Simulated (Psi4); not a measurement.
**CH5BS+ (SMILES B[S+]C): UCCSD/aug-cc-pVDZ**

What is the vertical electron affinity of CH5BS+ at UCCSD/aug-cc-pVDZ? 

Program for the calculation: Psi4 1.11.

1 further run of the same task is left out (it didn't finish).

## (1) The molecule

CH5BS+ has 8 atoms, charge +1, and is taken as a doublet. As SMILES, `B[S+]C`. The shape is that of a GFN2-xTB optimisation.

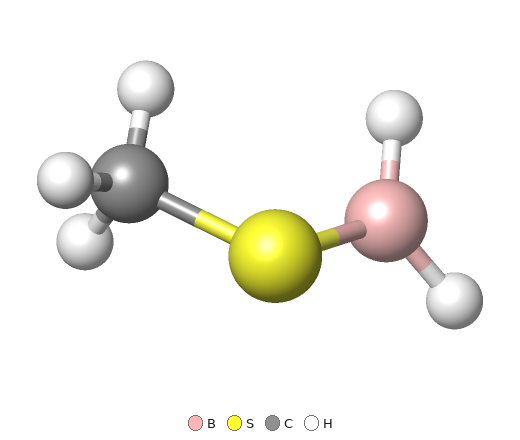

The structure, seen from a chosen angle (boron pink, sulfur yellow, carbon grey, hydrogen white).

## (2) The energy at UCCSD/aug-cc-pVDZ

ch5bs.xyz

```xyz
8
CH5BS
B     -0.979500     0.821120    -0.940280
S      0.467310    -0.214660    -1.008690
C      0.801370    -0.657040     0.702660
H     -1.825100     0.655130    -1.728490
H     -1.063330     1.684820    -0.160770
H      0.687880     0.204010     1.358430
H      1.809980    -1.063270     0.751650
H      0.101390    -1.430120     1.025490
```

calc.py

```python
import psi4

psi4.set_memory(1600000000)
psi4.set_num_threads(1)
psi4.core.set_output_file('run.log', False)

with open('ch5bs.xyz') as f:
    atoms = ''.join(f.readlines()[2:])
molecule = psi4.geometry('1 2\n' + atoms + 'symmetry c1')

psi4.set_options({
    'basis': 'aug-cc-pVDZ',
    'reference': 'uhf',
    'puream': True,
    'e_convergence': 1e-09,
    'd_convergence': 1e-08,
    'scf_type': 'pk',
    'num_frozen_docc': 7,
    'maxiter': 200,
})

result, w = psi4.energy("ccsd", return_wfn=True)
print(f'total energy {result:.8f} hartree = {result * 27.211386:.5f} eV')
```

Started as:

```
$ python calc.py
```

run.log:

```text
[...]
  Running in c1 symmetry.
[...]
  Nuclear repulsion =   94.387394923153892
[...]
  Multiplicity = 2
[...]
  Nalpha       = 16
  Nbeta        = 15
[...]
    Number of basis functions: 118
[...]
   @UHF iter   1:  -462.59354900752510   -2.84445e-01   2.50701e-03 ADIIS/DIIS
[...]
   @UHF iter  17:  -462.69168548591227   -5.62750e-12   7.01530e-09 DIIS
[...]
   @S^2 Observed:                7.644530729E-01
[...]
    Orbital Energies [Eh]
    ---------------------
    Alpha Occupied:
       1A    -92.283617     2A    -11.498237     3A     -9.286613
       4A     -7.866377     5A     -6.981747     6A     -6.964191
       7A     -6.962291     8A     -1.347078     9A     -1.144838
      10A     -0.927418    11A     -0.847689    12A     -0.824499
      13A     -0.788605    14A     -0.744303    15A     -0.709574
      16A     -0.682105
    Alpha Virtual:
      17A     -0.155164    18A     -0.093399    19A     -0.076101
      20A     -0.069557    21A     -0.065176    22A     -0.049472
      23A     -0.042332    24A     -0.039582    25A     -0.030461
[...]
  @UHF Final Energy:  -462.69168548591227
   => Energetics <=
    Nuclear Repulsion Energy =             94.3873949231538916
    One-Electron Energy =                -815.4010657672238267
    Two-Electron Energy =                 258.3219853581576331
    Total Energy =                       -462.6916854859122736
  UHF NO Occupations:
  HONO-2 :   14  A 1.9986093
  HONO-1 :   15  A 1.9953773
[...]
 Multipole Moments:
 ------------------------------------------------------------------------------------
     Multipole            Electronic (a.u.)      Nuclear  (a.u.)        Total (a.u.)
 ------------------------------------------------------------------------------------
 L = 1.  Multiply by 2.5417464519 to convert [e a0] to [Debye]
 Dipole X            :          0.0346637           -0.1692775           -0.1346138
 Dipole Y            :          0.3718008           -0.3869506           -0.0151498
 Dipole Z            :         -3.6351810            4.1003976            0.4652166
 Magnitude           :                                                    0.4845378
[...]
      * MP2 total energy                      = -463.033360317564984
[...]
      * CCSD total energy                     = -463.084613307721668
```

The script printed:

```text
total energy -463.08461331 hartree = -12601.17416 eV
```

Wall time 2.8 min (1 thread of Intel Xeon 6975P-C (Granite Rapids), shared host); peak memory 1.5 GiB.

## (3) Singlet neutral CH5BS at the same level

input.in

```
memory 1600 mb

molecule {
  0 1
  B     -1.85098674     1.55169192    -1.77687168
  S      0.88308792    -0.40564861    -1.90614784
  C      1.51436982    -1.24162565     1.32783496
  H     -3.44893915     1.23801628    -3.26637271
  H     -2.00940248     3.18384837    -0.30381127
  H      1.29990481     0.38552303     2.56706066
  H      3.42036649    -2.00928910     1.42041264
  H      0.19159933    -2.70253513     1.93789524
  units bohr
  symmetry c1
  no_reorient
  no_com
}

set {
  basis aug-cc-pVDZ
  puream true
  e_convergence 1e-09
  d_convergence 1e-08
  scf_type pk
  num_frozen_docc 7
}

e_tot, wfn = energy('ccsd', return_wfn=True)
```

Started as:

```
$ psi4 -n 1 input.in input.out
```

input.out:

```text
[...]
  Running in c1 symmetry.
[...]
  Nuclear repulsion =   94.387394959986310
[...]
  Multiplicity = 1
[...]
  Nalpha       = 16
  Nbeta        = 16
[...]
    Number of basis functions: 118
[...]
   @RHF iter   1:  -462.93412097680567   -6.25017e-01   2.34928e-03 DIIS/ADIIS
[...]
   @RHF iter  12:  -462.99683987791792   -1.39835e-11   4.75594e-09 DIIS
[...]
    Orbital Energies [Eh]
    ---------------------
    Doubly Occupied:
       1A    -91.944923     2A    -11.269493     3A     -8.950483
       4A     -7.628071     5A     -6.632520     6A     -6.631026
       7A     -6.629677     8A     -1.049283     9A     -0.880116
      10A     -0.681034    11A     -0.599572    12A     -0.593930
      13A     -0.535612    14A     -0.494768    15A     -0.431248
      16A     -0.355952
[...]
  @RHF Final Energy:  -462.99683987791792
   => Energetics <=
    Nuclear Repulsion Energy =             94.3873949599863096
    One-Electron Energy =                -824.1530543578467132
    Two-Electron Energy =                 266.7688195199424968
    Total Energy =                       -462.9968398779179211
[...]
 Multipole Moments:
 ------------------------------------------------------------------------------------
     Multipole            Electronic (a.u.)      Nuclear  (a.u.)        Total (a.u.)
 ------------------------------------------------------------------------------------
 L = 1.  Multiply by 2.5417464519 to convert [e a0] to [Debye]
 Dipole X            :        -13.4256571           13.4142209           -0.0114362
 Dipole Y            :          6.0285222           -6.0861086           -0.0575864
 Dipole Z            :         29.7182299          -29.0605295            0.6577003
 Magnitude           :                                                    0.6603156
[...]
      * MP2 total energy                      = -463.379676536093029
[...]
      * CCSD total energy                     = -463.425486384247733
[...]
```

Run time: 53 s. Hardware: 1 thread of Intel Xeon 6975P-C (Granite Rapids), shared host; peak memory 1.5 GiB.

## (4) What came out

At UCCSD/aug-cc-pVDZ, 7 core orbitals frozen:

```
                                                                  quantity          value
                                              doublet CH5BS+: total energy  -463.08461 Eh
doublet CH5BS+: HOMO energy (Hartree–Fock orbitals) (highest over α and β)      -18.56 eV
 doublet CH5BS+: LUMO energy (Hartree–Fock orbitals) (lowest over α and β)       -7.11 eV
               doublet CH5BS+: correlation energy (7 core orbitals frozen)     -392.9 mEh
                         doublet CH5BS+: ⟨S²⟩ of the reference determinant          0.764
                                             doublet CH5BS+: T1 diagnostic          0.027
                                       singlet neutral CH5BS: total energy  -463.42549 Eh
                singlet neutral CH5BS: HOMO energy (Hartree–Fock orbitals)       -9.69 eV
                singlet neutral CH5BS: LUMO energy (Hartree–Fock orbitals)        0.89 eV
              singlet neutral CH5BS: HOMO–LUMO gap (Hartree–Fock orbitals)       10.58 eV
        singlet neutral CH5BS: correlation energy (7 core orbitals frozen)     -428.6 mEh
                                      singlet neutral CH5BS: T1 diagnostic          0.016
                       vertical electron affinity (to the singlet neutral)       9.276 eV
```

In words: At fixed nuclei the extra electron is bound by 9.28 eV (214 kcal/mol).
